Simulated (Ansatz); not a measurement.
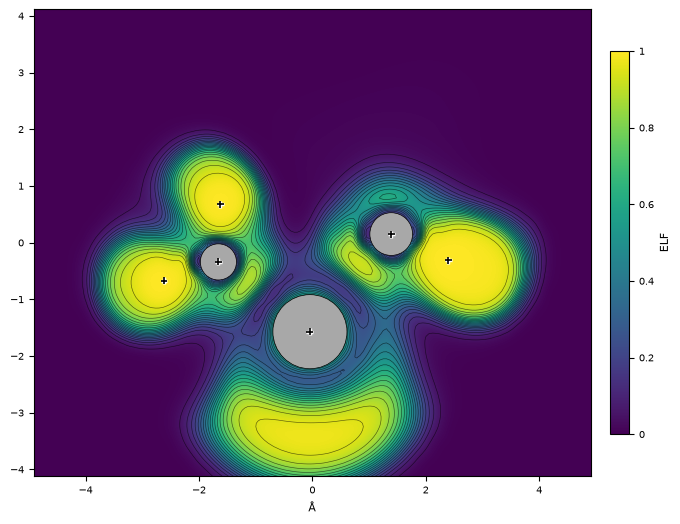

The electron localisation function on a plane through atoms (crosses mark nuclei in the plane; grey discs cover the cores).

Method: isolated molecule in a Gaussian basis; Kohn-Sham density functional theory, functional PBE0 (Ansatz).

Candidates:
A. Br3FSi (SMILES F[Si](Br)(Br)Br)
B. C3H9NSn (SMILES C[CH](C)[Sn][NH2])
C. Cl4Ga2H2 (SMILES [Cl][GaH-]1[Cl+][GaH-]([Cl])[Cl+]1)

Question: Which system is this?

Answer: Candidate B: C3H9NSn on the plane of atoms Sn5, N4 and H13, which holds C, N, Sn and H. Sn–N (2.03 Å): the ELF peaks at about 0.90 in the valence shell of N, 0.6 Å from its nucleus, and drops to about 0.15 between the two atoms. C–Sn (2.24 Å): the ELF peaks at about 0.90 in the valence shell of C, 0.8 Å from its nucleus, and drops to about 0.15 between the two atoms.
